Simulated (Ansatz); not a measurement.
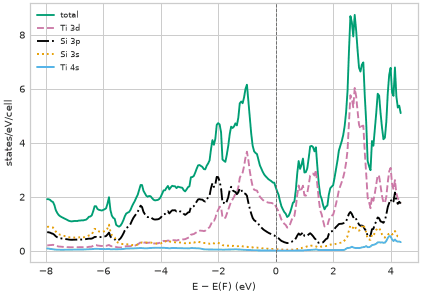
Fig. 1. Total and projected density of states of TiSi$_{2}$ in space group Fddd (No. 70; Si on 16f, Ti on 8a), PBE (plane waves, PAW; program Ansatz)

### Question
Which orbitals carry the states next to the Fermi level?

### Answer
Within 0.5 eV of the Fermi level: Ti 3d 68 %, Si 3p 24 %. Projections are on Löwdin-orthogonalised atomic valence shells; empty p or d shells of many metals are not among them.

### Question
Where is the tallest occupied peak in this window, and what makes it?

### Answer
Near -1.0 eV, about 6.2 states/eV per cell; the largest projected share is Ti 3d.

The PBE relaxation kept the symmetry of its start. No spin polarisation was allowed.

Potentials: the later of the program's two PAW sets.
